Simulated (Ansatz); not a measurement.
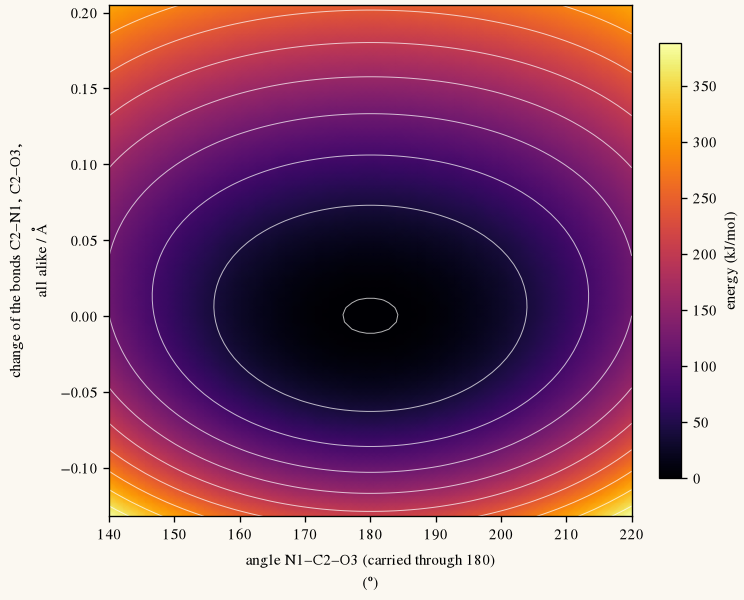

CNO, SMILES [N-]=C=O, charge −1. Coordinates scanned: (1) angle N1–C2–O3 (carried through 180); (2) change of the bonds C2–N1, C2–O3, all alike. Nothing is relaxed (all other coordinates rigid). Grid: 15 × 15 points; 120 points were computed and 105 follow by symmetry. Points are written as (first, second). Energies: kJ/mol, counted from the lowest grid point. Computed with RKS PBE0-D4/def2-TZVPD in Ansatz 0.2.0.

Drawn: a smooth colour map with a few white contour lines. Between grid points the surface is interpolated.

The lowest grid point is at (180.0°, 0.012 Å). No other kind of well shows on this grid. The highest grid point, (140.0°, −0.132 Å), lies 388 kJ/mol above the lowest. Round the minimum the two coordinates are nearly uncoupled.

The level of theory is changed to RHF-MP2, frozen core/def2-TZVPD (Ansatz 0.2.0); with it change the reference geometry, relaxed at the new level; the new grid has 15 × 15 points, laid about the new relaxed structure. The restricted reference is unstable at some or all points, so the energies there are unreliable.

Q: What does this change do to the map?

A: The lowest place stays at about (180°, 0.000 Å). The curvature at the minimum changes by less than a tenth (about 4.4) eV/rad² along the first coordinate and from about 188 to 166 eV/Å² along the second coordinate.

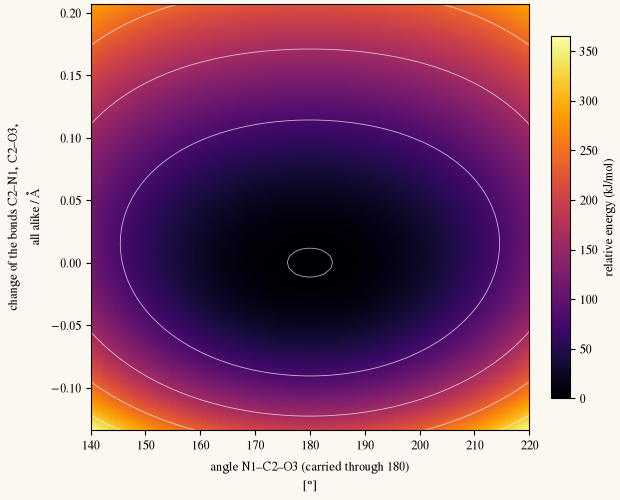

The map after the change, on a colour scale of its own. The picture shows a smooth colour map with a few white contour lines. Between grid points the surface is interpolated.
